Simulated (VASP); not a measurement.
# PbF2 (Fluorocronite) with PBE: from relaxation to properties, part 5 of 5

What structure does PbF2 (Fluorocronite) take at this level, and what are its properties? The start is a cell from a database of measured crystal structures.

VASP 6.6.1; PBE; plane waves and PAW (Pb_d, F).

So far. Step 14 (Volume scan with PBE, volume scale 1.04): The run ends at a pressure of -2.36 GPa.

## Step 15: Volume scan with PBE, volume scale 1.06

A prediction first. A parabola through the 6 pressures of evenly scaled cells so far, P = 0.06 -68.2 t +167 t² GPa with t = ln(V/V₁) and V₁ the volume at scale 1, gives -3.35 GPa at t = +0.0583.

INCAR reads:

```
SYSTEM = PbF2
PREC = Accurate
ENCUT = 520
EDIFF = 1E-06
NELM = 100
ISMEAR = 0
SIGMA = 0.05
LREAL = .FALSE.
ALGO = Normal
GGA = PE
NBANDS = 20
LORBIT = 11
LWAVE = .FALSE.
LCHARG = .FALSE.
KPAR = 2
ISIF = 2
```

POSCAR reads:

```
PbF2
1.0
    0.0000000000      3.0552481036      3.0552481036
    3.0552481036      0.0000000000      3.0552481036
    3.0552481036      3.0552481036      0.0000000000
Pb F
1 2
Direct
    0.0000000000      0.0000000000      0.0000000000
    0.2500000000      0.2500000000      0.2500000000
    0.7500000000      0.7500000000      0.7500000000
```

KPOINTS reads:

```
Automatic mesh
0
Gamma
7 7 7
0 0 0
```

PAW data sets: Pb_d and F (PBE family, release 64).

Run with:

```console
$ mpirun -np 2 vasp_std
```

Log:

```text
[... set-up lines as in an earlier step ...]
 entering main loop
       N       E                     dE             d eps       ncg     rms          rms(c)
DAV:   1     0.309485045208E+03    0.30949E+03   -0.14455E+04   800   0.156E+03
DAV:   2     0.153551907894E+02   -0.29413E+03   -0.27569E+03   872   0.434E+02
DAV:   3    -0.154234391574E+02   -0.30779E+02   -0.30345E+02   920   0.152E+02
DAV:   4    -0.164271461672E+02   -0.10037E+01   -0.10025E+01   944   0.283E+01
[...]
DAV:  12    -0.143209196217E+02   -0.85353E-05   -0.87946E-05   908   0.906E-02    0.112E-02
DAV:  13    -0.143209191999E+02    0.42177E-06   -0.26249E-05   868   0.493E-02    0.590E-03
DAV:  14    -0.143209189137E+02    0.28620E-06   -0.24653E-06   756   0.115E-02
   1 F= -.14320919E+02 E0= -.14320919E+02  d E =-.922535E-11
```

Wall time 19 s (2 MPI ranks of AMD EPYC 7R43, shared host); peak memory 0.31 GiB.

OUTCAR, selected parts (step 15):

```text
  Total       -1.2024129     -1.2024129     -1.2024129      0.0000000      0.0000000      0.0000000
  in kB      -33.7749543    -33.7749543    -33.7749543      0.0000000      0.0000000      0.0000000
  external PRESSURE =     -33.7749543 kB  Pullay stress =       0.0000000 kB

 POSITION                                       TOTAL-FORCE (eV/Angst)
 -----------------------------------------------------------------------------------
      0.00000      0.00000      0.00000         0.000000     -0.000000      0.000000
      1.52762      1.52762      1.52762         0.000000      0.000000      0.000000
      4.58287      4.58287      4.58287        -0.000000     -0.000000     -0.000000
 -----------------------------------------------------------------------------------
    total drift:                                0.000000     -0.000000      0.000000

  FREE ENERGIE OF THE ION-ELECTRON SYSTEM (eV)
  ---------------------------------------------------
  free  energy   TOTEN  =       -14.3209189137 eV

  energy  without entropy=      -14.3209189137  energy(sigma->0) =      -14.32091891

[... 1 part as in an earlier step ...]

[... 2 further parts left out ...]
[key lines of the parts left out:]
E-fermi :   1.0639
```

The pressure falls from -2.36 to -3.38 GPa. The parabola predicted -3.35 GPa, +0.03 GPa off.

## Step 16: Side by side

Times are for 2 MPI ranks of AMD EPYC 7R43, shared host. The series side by side:

```csv
no.,volume scale,energy above the lowest point (meV/atom),pressure (GPa),gap on the k-mesh (eV),time,memory (GiB)
1,0.94,17.84,4.916,4.450,17 s,0.29
2,0.96,8.2,3.111,4.458,22 s,0.29
3,0.98,2.42,1.496,4.462,22 s,0.3
4,1,0,0.05909,4.464,21 s,0.3
5,1.02,0.7,-1.223,4.463,26 s,0.29
6,1.04,4.13,-2.365,4.456,22 s,0.3
7,1.06,9.96,-3.377,4.441,19 s,0.31
```

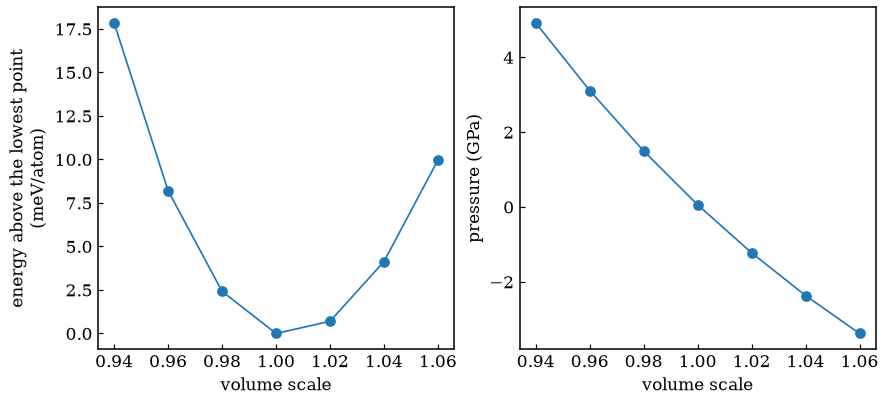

The series as plots.

## Step 17: Fit for PBE

This step: Birch-Murnaghan fit, PBE; plane waves and PAW (VASP 6.6.1).

This step runs nothing: it gathers the runs above.

This step gave:

* pressure derivative of the bulk modulus: 4.672
* r.m.s. error of the fit: 1.35e-5 eV/atom
* minimum inside the sampled range: yes
* bulk modulus: 66.55 GPa
* equilibrium volume of the fit: 18.03 Å³/atom

Table of energy above the fitted minimum by volume:

```csv
volume (Å³/atom),energy above the fitted minimum (eV/atom)
16.860,0.0179
17.219,0.00828
17.578,0.00250
17.937,8.1e-5
18.295,7.8e-4
18.654,0.00421
19.013,0.0100
```

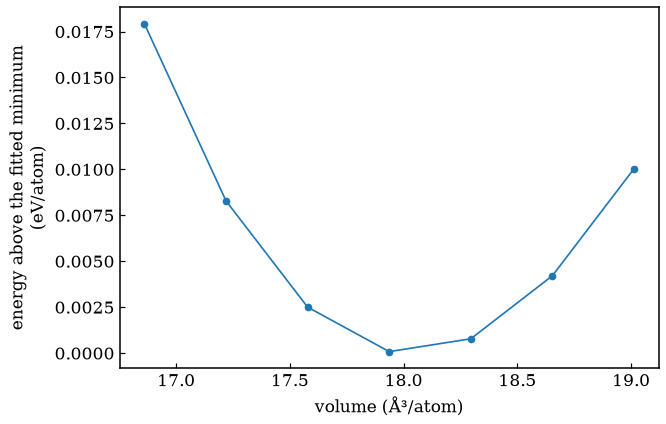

Energy above the fitted minimum, plotted against volume.

The fitted volume lies +0.53 % from the relaxed one. At a finite cutoff and mesh the minimum of the energy and the zero of the stress don't quite coincide, and the relaxation stops at a threshold.

## Step 18: Relaxing the atoms (PBE), changed input

This step: PBE; plane waves and PAW (Pb_d, F) (VASP 6.6.1).

With the cell held (ISIF = 2), the atoms move to where the forces vanish. Some settings are moved from the usual, to see what they do.

Changes to INCAR since step 15:

```diff
@@ -15,2 +15,6 @@
 KPAR = 2
+IBRION = 2
+NSW = 60
 ISIF = 2
+EDIFFG = 0.001
+ISYM = 3
```

POSCAR reads:

```
PbF2
1.0
    0.0000000000      2.9964786990      2.9964786990
    2.9964786990      0.0000000000      2.9964786990
    2.9964786990      2.9964786990      0.0000000000
Pb F
1 2
Direct
    0.0000000000      0.0000000000      0.0000000000
    0.2500000000      0.2500000000      0.2500000000
    0.7500000000      0.7500000000      0.7500000000
```

KPOINTS is that of step 15.

Run with:

```console
$ mpirun -np 2 vasp_std
```

Log:

```text
[... set-up lines as in an earlier step ...]
 entering main loop
       N       E                     dE             d eps       ncg     rms          rms(c)
[... 4 cycles as in an earlier step ...]
DAV:   5    -0.163546212349E+02   -0.25472E-01   -0.25470E-01  1004   0.477E+00 -----------------------------------------------------------------------------
|                     _     ____    _    _    _____     _                     |
|                    | |   |  _ \  | |  | |  / ____|   | |                    |
|                    | |   | |_) | | |  | | | |  __    | |                    |
|                    |_|   |  _ <  | |  | | | | |_ |   |_|                    |
|                     _    | |_) | | |__| | | |__| |    _                     |
|                    (_)   |____/   \____/   \_____|   (_)                    |
|                                                                             |
|                                                                             |
|     internal error in CHECK_FULL_KPOINTS: KPOINTS_FULL not properly         |
|     initialised                                                             |
|                                                                             |
|     If you are not a developer, you should not encounter this problem.      |
|     Please submit a bug report.                                             |
|                                                                             |
 -----------------------------------------------------------------------------

 -----------------------------------------------------------------------------
|                     _     ____    _    _    _____     _                     |
|                    | |   |  _ \  | |  | |  / ____|   | |                    |
|                    | |   | |_) | | |  | | | |  __    | |                    |
|                    |_|   |  _ <  | |  | | | | |_ |   |_|                    |
|                     _    | |_) | | |__| | | |__| |    _                     |
|                    (_)   |____/   \____/   \_____|   (_)                    |
|                                                                             |
|                                                                             |
|     internal error in CHECK_FULL_KPOINTS: KPOINTS_FULL not properly         |
|     initialised                                                             |
|                                                                             |
|     If you are not a developer, you should not encounter this problem.      |
|     Please submit a bug report.                                             |
|                                                                             |
 -----------------------------------------------------------------------------

1
1
```

The job ended after 8.6 s (2 MPI ranks).

The run ended with an error.

VASP's message: “internal error in CHECK_FULL_KPOINTS: KPOINTS_FULL not properly initialised”. No number of this run is used.

ISYM = 3 is meant for hybrids and fails here together with this job; the default ISYM avoids it.

## Step 19: Summary of results

```
relaxed volume                              : 17.94 Å³/atom
relaxed conventional cell a, b, c           : 5.993, 5.993, 5.993 Å
space group after relaxing, within 0.02 Å   : Fm-3m (No. 225)
band gap                                    : 4.42 eV, indirect (least direct gap of that run 4.56 eV)
gap on the dense mesh                       : 4.43 eV
strongest peak of ε2, mean over directions  : 7.70 eV
ε1 at zero frequency, no local fields, mean : 3.53
electronic dielectric constant, mean        : 3.29
bulk modulus from the fit                   : 66.6 GPa
volume from the fit                         : 18.0 Å³/atom
```

**Reading.** With PBE, PbF2 (Fluorocronite) relaxes to 17.94 Å³/atom in space group Fm-3m (held by the symmetry of the run), has an indirect gap of 4.42 eV and has a bulk modulus of 66.6 GPa. Against the listed cell the volume lies +2.7 %. Not obtained: relaxing the atoms (PBE), changed input, because the run crashed. Bands along the symmetry lines (PBE): On this path the gap is indirect, 4.42 eV, with the valence top at W and the conduction bottom at X. The least direct gap is 4.56 eV. Response to an electric field (PBE): The electronic dielectric tensor with local fields is isotropic, 3.29. Response to an electric field (PBE): Mean Born effective charge: Pb1 3.16, F2 -1.58 e. Spin-orbit coupling is left out, and with elements this heavy it would split and shift bands near the edges, and it can change the kind of a small gap. No search among competing phases was made, and a listed structure need not be the one stable at ambient conditions. All values are for a static lattice at zero temperature.

[Lines on the potential files, build, host, timing and source positions are cut from VASP's logs without a mark.]

[Logs are printed without paths, hosts, clocks, repeated set-up lines and the standing remarks that a program may print on its own settings, such as how far it seeks lower states.]

[Hosts, paths, dates, database ids (printed as entryN), source tags and the programs' standing remarks are cut or masked in the printed files.]

[Measured values are set beside computed ones only where the two were judged alike; some that the calculation misses by far are left out.]
